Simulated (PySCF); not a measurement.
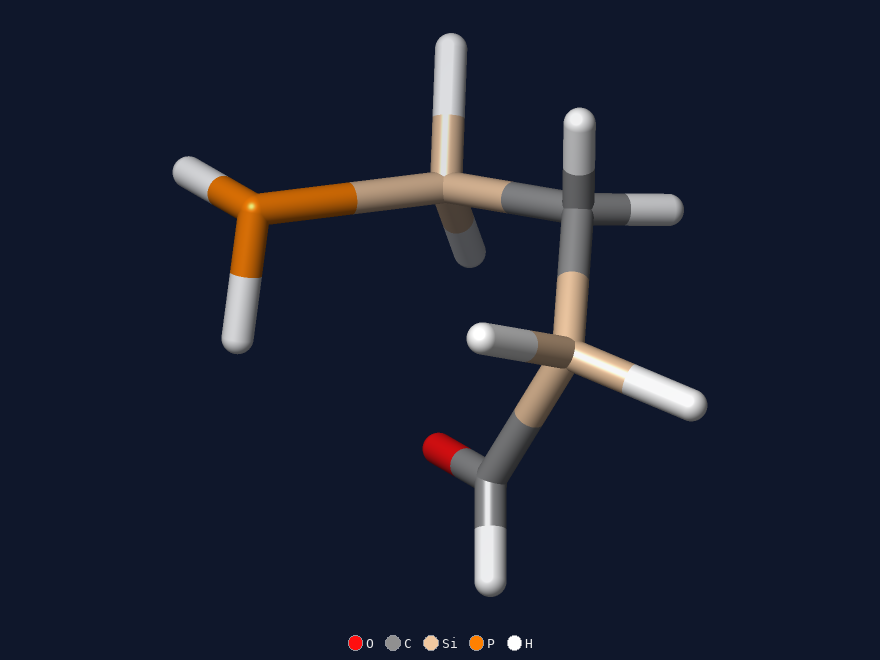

Computed geometry: GFN2-xTB optimisation. No frequency run is at hand to confirm it as a minimum. Method: PBE0/pcSseg-1, gas phase (PySCF 2.14.0).

Q: Give the LUMO energy (Kohn–Sham orbital) at this level.

A: −1.75 eV.

Q: Give the dipole moment at this level.

A: 2.51 D.

Q: Give the HOMO energy (Kohn–Sham orbital) at this level.

A: −7.13 eV.

The geometry is semi-empirical. Around P, Si such bond lengths and angles can be off by a tenth of an ångström or more and by several degrees, and values that hang on the shape move with them.
